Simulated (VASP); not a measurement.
Consider the following.

```xyz
2
Lattice="0.0000 3.2634 3.2634 3.2634 0.0000 3.2634 3.2634 3.2634 0.0000" Properties=species:S:1:pos:R:3 pbc="T T T"
Cd     0.0000     0.0000     0.0000
Te     1.6317     1.6317     1.6317
```

All values below come from AM05 GGA, VASP's PBE PAW potentials (set 64) (plane waves; VASP 6.6.1). Numerical set-up: 520 eV cut-off, 8×8×8 Γ-centred mesh, tetrahedra with Blöchl corrections, potentials Cd Te.

Unless said otherwise, spin-orbit coupling is left out, though it shifts the bands of the heavy elements here.

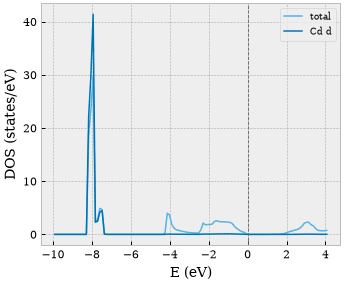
Figure: Total and projected density of states, zero at the valence-band maximum

Within 2 eV below the valence-band maximum the largest weight inside VASP's projection spheres is Te p.

The gap is direct, 0.68 eV, from the valence maximum at Γ to the conduction minimum at Γ.

The compound is CdTe in the zinc blende structure. It was relaxed first.
